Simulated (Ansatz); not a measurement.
System: a (001) slab cut from Lu (P6_3/mmc), 5 atoms in the cell. Starting structure of the relaxation:

```yaml
crystal:
  lattice:
    - [3.50669, 0.00000, 0.00000]
    - [-1.75334, 3.03688, 0.00000]
    - [0.00000, 0.00000, 27.92325]
  atoms:
    - { symbol: Lu, position: [0.33333, 0.66667, 0.30441] }
    - { symbol: Lu, position: [0.66667, 0.33333, 0.40220] }
    - { symbol: Lu, position: [0.33333, 0.66667, 0.50000] }
    - { symbol: Lu, position: [0.66667, 0.33333, 0.59780] }
    - { symbol: Lu, position: [0.33333, 0.66667, 0.69559] }
```

Ansatz 0.2.0; DFT PBE, scalar-relativistic, plane waves, PAW, no spin polarisation, 9×9×1 k mesh, 420 eV cutoff.

What does the potential across the slab give for the work function?

The work function is 3.33 eV, the same on both faces. The two vacuum levels agree, so the slab has no net dipole along its normal. The outermost atoms are 10.9 Å apart, which leaves 17.0 Å of vacuum in a cell 27.9 Å high.

Spin-orbit coupling is left out, which matters for Lu.

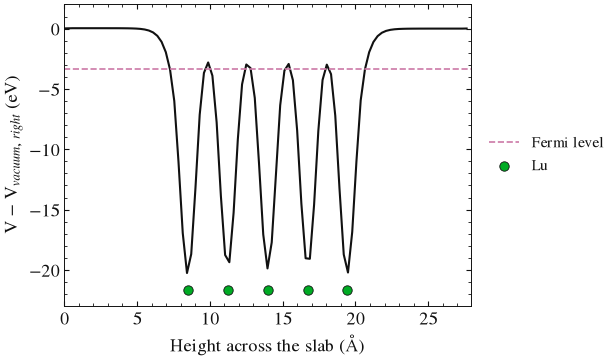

Plane-averaged electrostatic potential energy of an electron across the slab; circles at the bottom mark the heights of the atoms (positions after relaxation).
